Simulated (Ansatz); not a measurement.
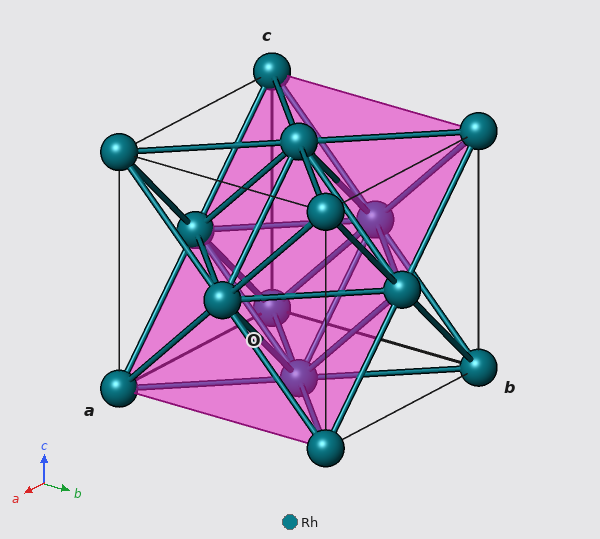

Crystal: Rh, the geometry relaxed with Ansatz 0.2.0, DFT, BLYP, plane waves (420 eV) with PAW, scalar-relativistic. Every member of one family of equally spaced planes, hx + ky + lz = a whole number, that cuts the unit cell is shaded (one member passes through the origin O, touching the cell only at an edge or corner). Geometry calculated from the standardised cell; symmetry tolerance 0.002 Å.

a = 3.902 Å, b = 3.902 Å, c = 3.902 Å, α = 90.00°, β = 90.00°, γ = 90.00°.

**What are the Miller indices?**

(1 0 1); the opposite sign names the same planes. The member next to the origin meets the axes a at 1, b never, c at 1.

**What is the spacing?**

d = 2.759 Å.

**Which atoms of the cell lie in these planes (within 0.03 Å)?**

2 of the 4 Rh.

**The space group is Fm-3m (No. 225). How many reflections hkl are equivalent to this one (itself included), and does it occur?**

12 reflections are equivalent in the Laue class m-3m. The reflection is systematically absent, by the centring.
